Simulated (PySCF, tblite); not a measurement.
# C₅H₉O₃ radical: geometry, infrared bands and EPR parameters

Wanted: the infrared bands and EPR parameters of C₅H₉O₃ radical (`CC(=O)O[C@H](C)[CH]O`), by calculation.

Computed with tblite 0.8.0 and PySCF 2.14.0, with density-fitted response routines of our own, on a single molecule in the gas phase. Atoms are numbered from 0 throughout.

### 1 The starting structure

17 atoms, charge 0, multiplicity 2; geometry from: force field or distance geometry start.

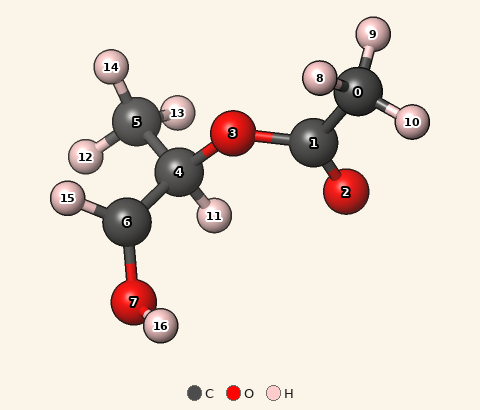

The starting geometry (carbon dark grey, oxygen red, hydrogen pink), atoms numbered.

### 2 Optimising the geometry with GFN2-xTB

Job settings and geometry (Å):

```
{"job": {"kind": "relax", "xc": "GFN2-xTB", "basis": "xTB"}, "charge": 0, "multiplicity": 2}
C      2.823500    -0.583800    -0.429000
C      1.517400     0.151400    -0.585700
O      1.363000     1.100900    -1.361900
O      0.463700    -0.248100     0.185200
C     -0.824400     0.259900     0.239300
C     -1.233200     0.883900     1.538500
C     -1.760500    -0.768900    -0.290700
O     -2.396400    -0.458300    -1.457100
H      2.634600    -1.660400    -0.158300
H      3.394100    -0.100400     0.406500
H      3.397300    -0.546800    -1.366400
H     -0.866900     1.103800    -0.505400
H     -2.346400     1.033400     1.525900
H     -0.810100     1.914200     1.559600
H     -1.017800     0.292400     2.428300
H     -2.320900    -1.349400     0.456300
H     -2.024000    -1.012000    -2.195200
```

Run with:

```
OMP_NUM_THREADS=1 python probes_run.py task.json out
```

One launch serves the whole session: the jobs run in the order shown.

The log of the run:

```text
step      E/eV     max force
  0    -745.51075    3.672
  1    -745.80550    3.387
  2    -745.89519    1.270
  3    -745.94278    0.602
  4    -745.98194    0.472
  5    -746.00813    0.593
  6    -746.03730    0.379
  7    -746.06321    0.403
  8    -746.08353    0.347
  9    -746.09610    0.234
 10    -746.10589    0.246
 11    -746.11809    0.333
 12    -746.13487    0.456
 13    -746.15447    0.467
 14    -746.17646    0.463
 15    -746.20300    0.427
 16    -746.23758    0.724
 17    -746.27934    0.813
 18    -746.27931    1.703
 19    -746.09767    3.231
 20    -746.35160    0.749
 21    -746.37398    0.286
 22    -746.39651    0.279
 23    -746.40302    1.303
 24    -746.42776    0.224
 25    -746.43519    0.195
 26    -746.44929    0.458
 27    -746.45429    0.205
 28    -746.45939    0.128
 29    -746.46205    0.098
 30    -746.46452    0.125
 31    -746.46641    0.115
 32    -746.46842    0.114
 33    -746.47024    0.112
 34    -746.47197    0.097
 35    -746.47346    0.084
 36    -746.47495    0.101
 37    -746.47664    0.119
 38    -746.47842    0.091
 39    -746.47991    0.110
 40    -746.48094    0.088
 41    -746.48176    0.075
 42    -746.48263    0.068
 43    -746.48358    0.083
 44    -746.48451    0.088
 45    -746.48527    0.061
 46    -746.48582    0.062
 47    -746.48631    0.062
 48    -746.48696    0.089
 49    -746.48776    0.089
 50    -746.48852    0.071
 51    -746.48919    0.062
 52    -746.48993    0.074
 53    -746.49099    0.110
 54    -746.49239    0.105
 55    -746.49378    0.089
 56    -746.49501    0.094
 57    -746.49640    0.123
 58    -746.49893    0.200
 59    -746.50399    0.268
 60    -746.50989    0.240
 61    -746.51521    0.183
 62    -746.51389    0.585
 63    -746.51202    0.521
 64    -746.52185    0.112
 65    -746.52362    0.135
 66    -746.52745    0.567
 67    -746.53120    0.255
 68    -746.53427    0.183
 69    -746.53901    0.193
 70    -746.54412    0.572
 71    -746.55158    0.220
 72    -746.55719    0.221
 73    -746.56121    0.199
 74    -746.56451    0.180
 75    -746.56808    0.168
 76    -746.57130    0.302
 77    -746.57363    0.131
 78    -746.57538    0.128
 79    -746.57733    0.102
 80    -746.57842    0.102
 81    -746.58035    0.117
 82    -746.58145    0.095
 83    -746.58299    0.111
 84    -746.58545    0.134
 85    -746.58934    0.158
 86    -746.59361    0.212
 87    -746.59711    0.209
 88    -746.59920    0.150
 89    -746.60091    0.171
 90    -746.60338    0.210
 91    -746.60530    0.147
 92    -746.60812    0.150
 93    -746.61258    0.126
 94    -746.61420    0.088
 95    -746.61541    0.094
 96    -746.61617    0.076
 97    -746.61706    0.073
 98    -746.61829    0.068
 99    -746.61886    0.066
100    -746.61944    0.083
101    -746.61987    0.084
102    -746.62027    0.058
103    -746.62052    0.034
104    -746.62064    0.035
105    -746.62072    0.021
106    -746.62077    0.018
107    -746.62080    0.013
108    -746.62082    0.012
109    -746.62083    0.012
110    -746.62084    0.011
111    -746.62085    0.009
```

Wall time 0.53 s (1 thread of Arm Neoverse V2, shared host).

Step by step: (not every step is listed)

```
step  energy from step 0 (eV)  largest force (eV/Å)
   0                   0.0000                3.6720
   1                  -0.2948                3.3874
   2                  -0.3844                1.2701
   3                  -0.4320                0.6018
   4                  -0.4712                0.4716
   5                  -0.4974                0.5927
   6                  -0.5265                0.3792
   7                  -0.5525                0.4034
   8                  -0.5728                0.3470
  17                  -0.7686                0.8126
  26                  -0.9385                0.4582
  35                  -0.9627                0.0841
  44                  -0.9738                0.0883
  53                  -0.9802                0.1101
  62                  -1.0031                0.5853
  71                  -1.0408                0.2197
  80                  -1.0677                0.1024
  89                  -1.0902                0.1712
  98                  -1.1075                0.0677
 106                  -1.1100                0.0184
 107                  -1.1101                0.0132
 108                  -1.1101                0.0124
 109                  -1.1101                0.0117
 110                  -1.1101                0.0108
 111                  -1.1101                0.0090
```

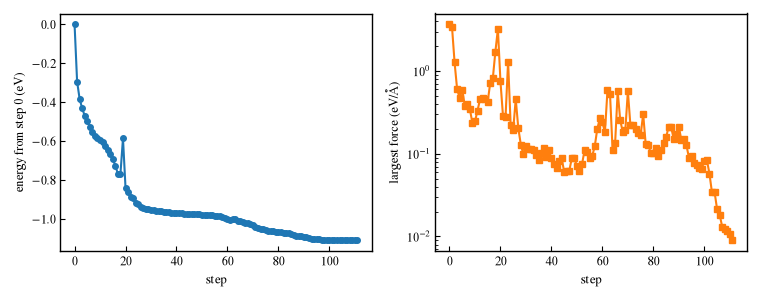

Energy and largest force along the relaxation.

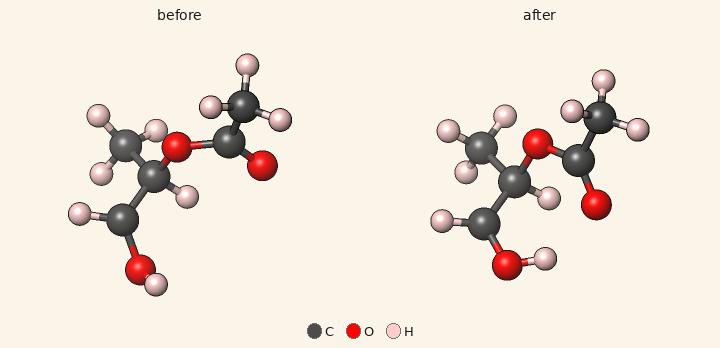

Before and after, at one scale.

Distances of close pairs at the start and the end, largest changes first:

```csv
bond,before (Å),after (Å),change (Å)
O3–C4,1.386,1.499,+0.114
C1–O3,1.365,1.319,-0.046
C0–H8,1.126,1.088,-0.038
C5–H12,1.123,1.086,-0.037
C0–H9,1.121,1.086,-0.035
C5–H13,1.114,1.086,-0.028
C4–H11,1.126,1.101,-0.026
C6–H15,1.100,1.074,-0.026
```

The final coordinates are the input of the step that follows.

### 3 Infrared spectrum with GFN2-xTB

Job settings and geometry (Å):

```
{"job": {"kind": "ir", "xc": "GFN2-xTB", "basis": "xTB"}, "charge": 0, "multiplicity": 2}
C      2.644533    -0.532032    -0.487060
C      1.215647    -0.136680    -0.748725
O      0.749887     0.040525    -1.852343
O      0.531294    -0.008424     0.371763
C     -0.888329     0.460340     0.258785
C     -1.271978     0.916747     1.655098
C     -1.779720    -0.580859    -0.263159
O     -1.811526    -0.918115    -1.575187
H      2.666570    -1.571715    -0.167177
H      3.057555     0.079247     0.310384
H      3.226310    -0.421187    -1.396940
H     -0.837213     1.307821    -0.441536
H     -2.261373     1.363759     1.632205
H     -0.556389     1.648411     2.019505
H     -1.278936     0.067193     2.331783
H     -2.334152    -1.237123     0.381403
H     -1.079179    -0.465877    -2.038709
```

The log of the run:

```text
mode    cm-1     km/mol
  1     -32.7      0.74
  2      75.3      2.43
  3     123.6      1.12
  4     147.2      3.48
  5     174.8      1.63
  6     197.7      4.56
  7     263.4      6.42
  8     307.0      5.74
  9     339.8      9.70
 10     378.8      5.81
 11     486.8     12.57
 12     510.9      9.26
 13     581.5     25.84
 14     608.4      8.48
 15     638.2    201.67
 16     739.3    138.95
 17     911.1     15.76
 18     955.3      9.90
 19     999.1     26.39
 20    1006.2     33.27
 21    1037.8     58.89
 22    1081.7     87.82
 23    1127.8     24.35
 24    1181.5     36.78
 25    1237.9    262.21
 26    1247.9     61.87
 27    1274.2     17.98
 28    1295.5    124.30
 29    1365.6     38.43
 30    1395.8     14.98
 31    1413.4     64.13
 32    1440.4     13.36
 33    1443.7     12.99
 34    1471.0      5.48
 35    1483.8      6.46
 36    1741.4    414.05
 37    2857.5     27.73
 38    3029.8      3.06
 39    3048.2      2.32
 40    3051.8     17.37
 41    3054.8     13.77
 42    3057.2     17.03
 43    3066.4      8.42
 44    3135.9     22.45
 45    3277.8    190.02
```

Run time: 0.39 s. Hardware: 1 thread of Arm Neoverse V2, shared host.

Which atoms move in the most intense modes:

```
cm⁻¹  km/mol                                  atoms
 638   201.7                               H16 63 %
 739   138.9                       O3 49 %, C4 21 %
1082    87.8  H16 19 %, C4 15 %, H15 13 %, H11 11 %
1238   262.2             C1 48 %, O3 16 %, H11 13 %
1296   124.3                     H16 40 %, H11 28 %
1413    64.1              C6 51 %, C4 15 %, O7 15 %
1741   414.1                       C1 64 %, O2 34 %
3278   190.0                               H16 94 %
```

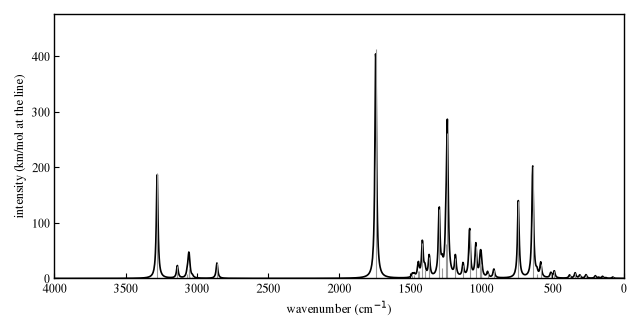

The infrared spectrum from these modes, unscaled. Lines are broadened to a width of 14 cm⁻¹ (Lorentzian).

### 4 EPR parameters: B3LYP/pcH-1

The job, as its differences from that of step 3:

```diff
@@ -1,2 +1,2 @@
-{"job": {"kind": "ir", "xc": "GFN2-xTB", "basis": "xTB"}, "charge": 0, "multiplicity": 2}
+{"job": {"kind": "epr", "basis": "pcH-1"}, "charge": 0, "multiplicity": 2}
 C      2.644533    -0.532032    -0.487060
```

Level: UKS B3LYP, pcH-1 on C H O, non-relativistic, mean-field spin-orbit, GIAO.

The log of the run:

```text
UKS, coarse grid
  cycle   1  E = -421.40029154  |g| = 7.93e-01
  cycle   2  E = -420.95954948  |g| = 1.37e+00
  cycle   3  E = -421.60151719  |g| = 2.24e-01
  cycle   4  E = -421.61881754  |g| = 9.31e-02
  cycle   5  E = -421.62138657  |g| = 3.01e-02
  cycle   6  E = -421.62176093  |g| = 5.45e-03
  cycle   7  E = -421.62177265  |g| = 2.34e-03
  cycle   8  E = -421.62177401  |g| = 1.14e-03
  cycle   9  E = -421.62177500  |g| = 4.07e-04
UKS, final grid
  cycle   1  E = -421.62177777  |g| = 5.82e-04
  cycle   2  E = -421.62177754  |g| = 1.01e-03
  cycle   3  E = -421.62177789  |g| = 1.47e-04
  cycle   4  E = -421.62177790  |g| = 3.39e-05
  cycle   5  E = -421.62177790  |g| = 1.61e-05
E = -421.62177790 Eh   <S^2> = 0.7535 (exact 0.7500)
g shifts (ppm)      1          2          3
  rmc          -213       -213       -213
  gc              6         49         43
  oz_so         -33        787       2089
  total        -241        622       1919
hyperfine (MHz)  atom isotope    a_iso     a_fc   dipolar eigenvalues
    0   13C       5.55       5.55     -0.60     -0.52      1.12
    1   13C      -3.07      -3.07     -1.20     -0.21      1.41
    2   17O       0.33       0.33     -1.13      0.36      0.77
    3   17O     -54.14     -54.14    -22.84     11.10     11.74
    4   13C     -11.88     -11.88     -2.35      0.06      2.29
    5   13C       2.11       2.11     -1.61     -0.59      2.20
    6   13C      85.22      85.22    -71.79    -71.28    143.07
    7   17O     -26.99     -26.99    -75.81     36.73     39.07
    8    1H      -0.53      -0.53     -1.03     -0.80      1.83
    9    1H       0.12       0.12     -1.04     -0.80      1.84
   10    1H       1.96       1.96     -0.76     -0.56      1.31
   11    1H      29.52      29.52     -6.29     -3.19      9.48
   12    1H       7.85       7.85     -3.94     -2.27      6.22
   13    1H       4.46       4.46     -1.72     -1.56      3.28
   14    1H      -1.07      -1.07     -2.90     -2.62      5.52
   15    1H     -53.42     -53.42    -33.74     -1.31     35.05
   16    1H      -7.11      -7.11    -14.47     -9.89     24.36
```

Wall time 68 s (1 thread of Arm Neoverse V2, shared host); peak memory 0.97 GiB.

Principal g values 2.00208, 2.00294, 2.00424; g(iso) = 2.00309, against 2.00232 for a free electron.

Hyperfine couplings; where a row names several nuclei, a(iso) is their mean (it holds for fast rotation or exchange) and the dipolar term the largest among them:

```csv
nuclei,isotope,a(iso) (MHz),"a(iso) (G, at g = 2.0023)",largest dipolar term (MHz)
C6,13C,85.2,30.4,143.1
O3,17O,-54.1,-19.3,-22.8
H15,1H,-53.4,-19.1,35.1
H11,1H,29.5,10.5,9.5
O7,17O,-27.0,-9.6,-75.8
C4,13C,-11.9,-4.2,-2.4
H16,1H,-7.1,-2.5,24.4
C0,13C,5.6,2.0,1.1
"H12, H13, H14",1H,3.7,1.3,6.2
C1,13C,-3.1,-1.1,1.4
C5,13C,2.1,0.8,2.2
"H8, H9, H10",1H,0.5,0.2,1.8
O2,17O,0.3,0.1,-1.1
```

Mulliken spin populations:

C0 0.00; C1 -0.01; O2 0.00; O3 0.05; C4 0.01; C5 0.00; C6 0.81; O7 0.16; H8 0.00; H9 0.00; H10 0.00; H11 0.02; H12 0.00; H13 0.00; H14 0.00; H15 -0.04; H16 0.00

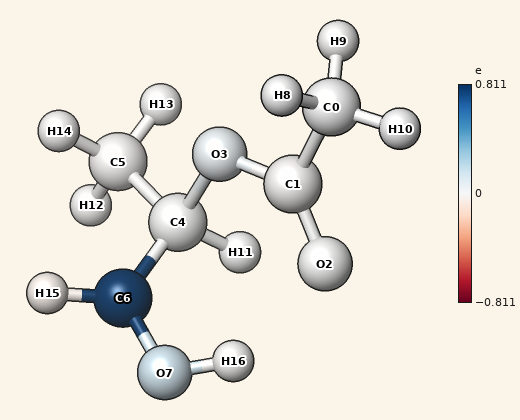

Mulliken spin populations, as colours on the atoms.

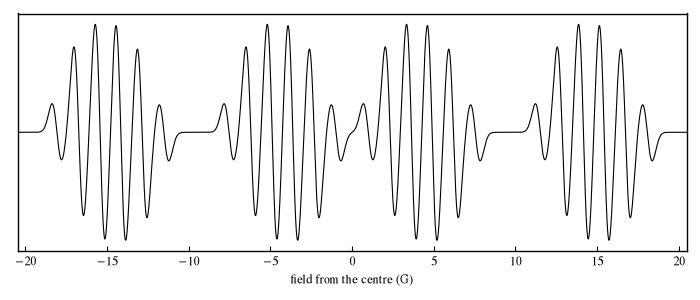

First-order isotropic spectrum (first derivative, main isotopes with spin only, couplings over 0.8 MHz, Gaussian width 0.3 G; couplings of the frozen geometry, rotation of groups not averaged beyond the rows shown).

Orbitals, density, ELF and potential are computed afterwards from the orbital file.

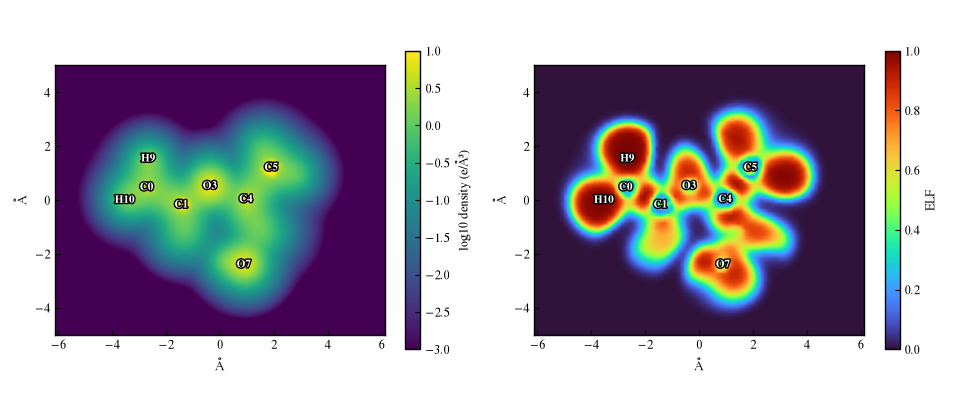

Density (left) and ELF (right) in a plane through or near 8 of the atoms.

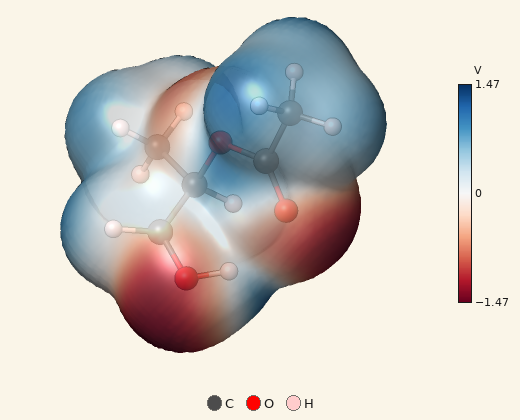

Electrostatic potential on the surface of density 0.002 e/bohr³; red is low, blue high. It runs from -1.47 V near O7 to 1.00 V near H8.

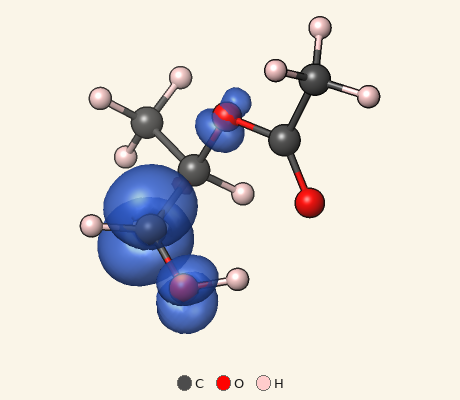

Spin density at ±0.04 e/Å³ (alpha excess blue, beta excess red).

### 5 Summary of results

```
                                                                  quantity                  value
                                 strongest single infrared mode (GFN2-xTB)  1741 cm⁻¹, 414 km/mol
                                              zero-point energy (GFN2-xTB)          83.3 kcal/mol
                                                            g(iso) (B3LYP)                2.00309
                                                                      ⟨S²⟩     0.754 (exact 0.75)
                                        largest a(iso) (averaged by class)    13C on C6, 85.2 MHz
potential on the surface of density 0.002 e/bohr³, 1st and 99th percentile     -1.47 V and 1.00 V
```

**Reading.** Relaxing lowered the energy by 1.110 eV in 111 steps; the close pair that moved most is O3–C4, from 1.386 to 1.499 Å. The lowest mode is imaginary (33i cm⁻¹), so the xTB geometry is not a minimum: the zero-point energy counts the real modes alone, and all values at this geometry belong to a saddle point. The strongest single mode, at 1741 cm⁻¹, moves mainly C1 and O2. GFN2-xTB is a fitted tight-binding method: band positions and strengths are rough. Its intensities can rank the bands wrongly. C6 carries the largest spin population, 0.81 e. The isotropic g lies 0.8 ppt above the free-electron value.
